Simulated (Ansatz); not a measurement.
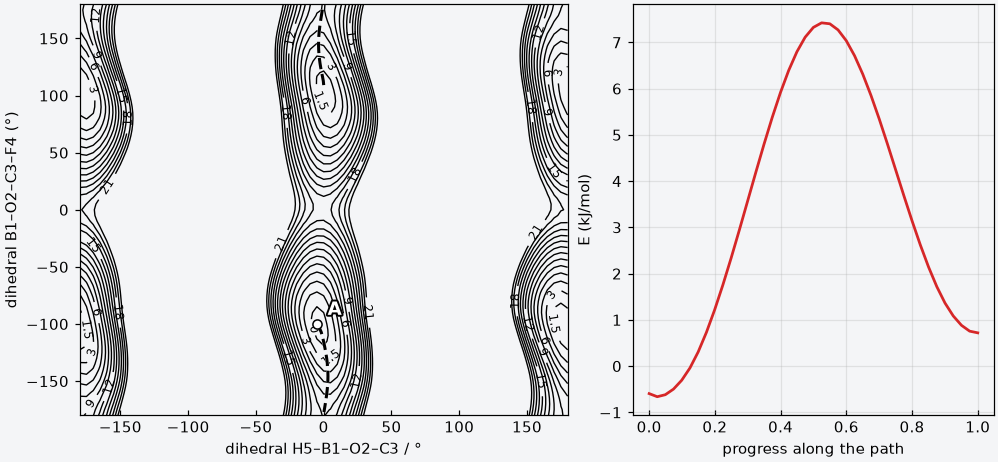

CH₄BFO, SMILES BOCF. First axis: dihedral H5–B1–O2–C3. Second axis: dihedral B1–O2–C3–F4. Nothing is relaxed (all other coordinates rigid). The scan uses a 12 × 12 grid. Energies are in kJ/mol, from the lowest grid point. Computed with RKS PBE0-D4/def2-TZVP (Ansatz 0.2.0).

In the figure: contour lines labelled in kJ/mol (none above 21), a line along the lowest path, the energy along the path at the right, the start A. Between grid points the surface is interpolated.

### Describe the path and its barrier.

The easiest path leads from the well at about dihedral H5–B1–O2–C3 = −5°, dihedral B1–O2–C3–F4 = −100° to the well at about dihedral H5–B1–O2–C3 = 0°, dihedral B1–O2–C3–F4 = 105°, about 1.3 kJ/mol higher (on a rigid scan; wells that are mirror images or exchange like atoms can differ by this much). Its highest point lies about 8 kJ/mol above the bottom of the first well on the interpolated surface, at dihedral H5–B1–O2–C3 = 0°, dihedral B1–O2–C3–F4 = −180°. Seen from the upper well the barrier is about 6.7 kJ/mol. The start is the relaxed structure and all else is held, so a fully relaxed path at this level can only be lower.
